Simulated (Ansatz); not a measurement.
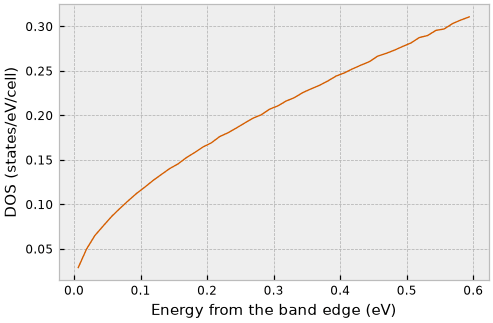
Figure: Density of states of BaO (Fm-3m) above the conduction band minimum, PBEsol, rigid bands in Ansatz (a quantum-chemistry and plane-wave program); cell volume 41.4 Å³.

Question: What effective density of states at 300 K does this give (∫ g(E) exp(−E/k_BT) dE, both spins, divided by the cell's size)?

Answer: 3.3e19 cm⁻³, a density-of-states mass of 1.21 mₑ, valleys and band degeneracy included.

Spin-orbit coupling is left out. Geometry: cell and atoms relaxed with PBEsol.
